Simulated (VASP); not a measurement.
Band structure of Cd (space group P6_3/mmc). These are PBE GGA, VASP's PBE PAW potentials (set 64) (plane waves; VASP 6.6.1) values and carry that method's errors.

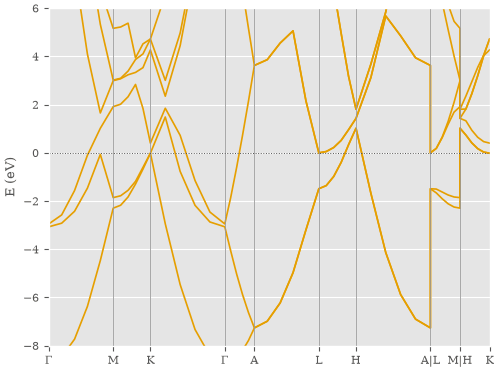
Figure: Bands along high-symmetry lines, zero at the valence-band maximum or, without a gap, the Fermi level

Problem. Read the plot: is there a gap, and where are the band edges?

Solution. It has no gap at this level: it comes out as a metal or semimetal.

The structure is a typed Cd crystal (P6_3/mmc). The cell was not relaxed at this level.
